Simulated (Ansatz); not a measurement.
```xyz
10

Ga    0.1006   -0.1362   -0.1317
H     0.3835   -1.1258    1.0574
H     1.2008    0.4496   -1.0906
N    -1.6768   -0.0100   -0.7099
H    -2.3463   -0.7038   -0.4011
H    -1.8661    0.2404   -1.6725
P    -0.4055    2.0970    1.3234
H    -0.9631    3.1063    0.5056
H     0.3189    2.9519    2.1975
H    -1.5306    1.9019    2.1573
```

These are results of RKS B3LYP-D4/def2-mTZVP (Ansatz), not measurements.

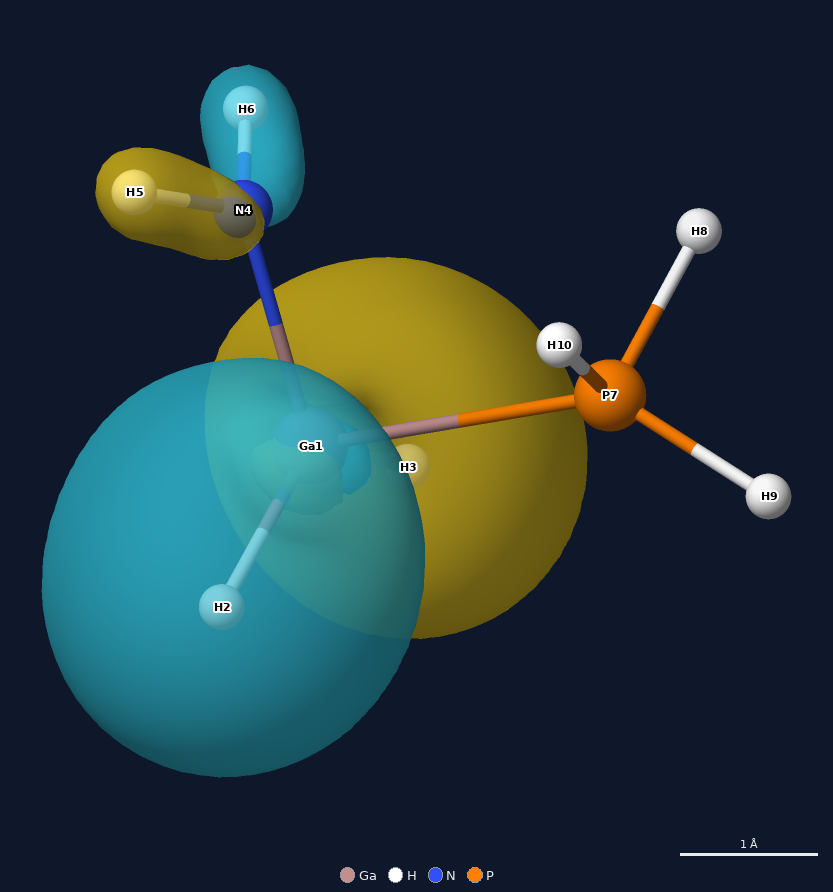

GaH₇NP. The HOMO−1 at ±0.08 Å⁻³ᐟ² (yellow and cyan are the two phases), seen at a tilt.

> What is the character of this orbital?

By Hirshfeld shares it lies mainly on Ga1 (about 35 %), H2 (about 30 %) and H3 (about 30 %). Its energy is −7.80 eV.
